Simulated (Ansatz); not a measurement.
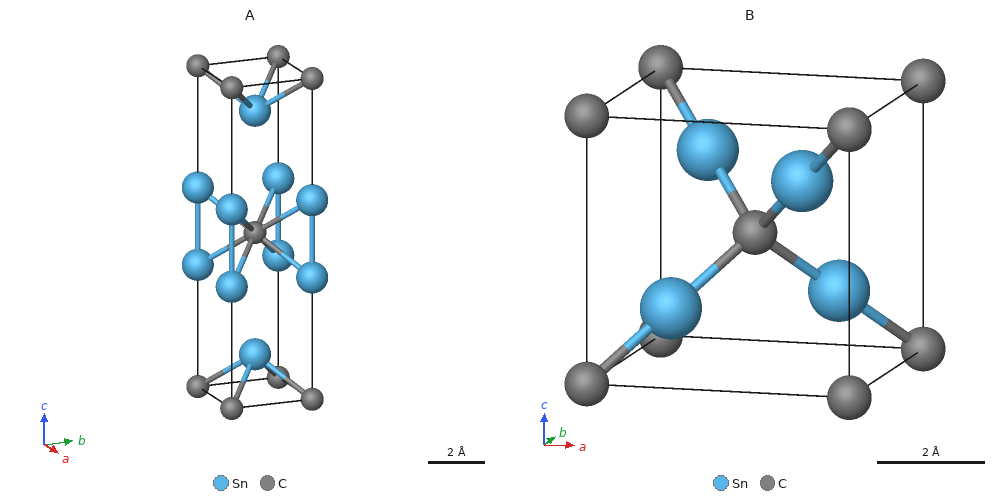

Two structures of Sn2C, each relaxed to rest (conventional cells in solid outline, small ones repeated, not to one scale). Method: Ansatz, DFT PBE, scalar-relativistic, plane waves, PAW, without spin polarisation.

What are the two structures?

Answer. A: 6 atoms a cell on a body-centred tetragonal lattice, I4/mmm. B: cuprite (Cu₂O) type, Pn-3m.

Which has the lower energy, and by how much?

Answer. B is lower, by 61 meV/atom at this level of theory (energies at zero smearing). Volumes: A 20.2, B 22.1 Å³/atom.

One or both may be structure types tried for this composition rather than known phases.
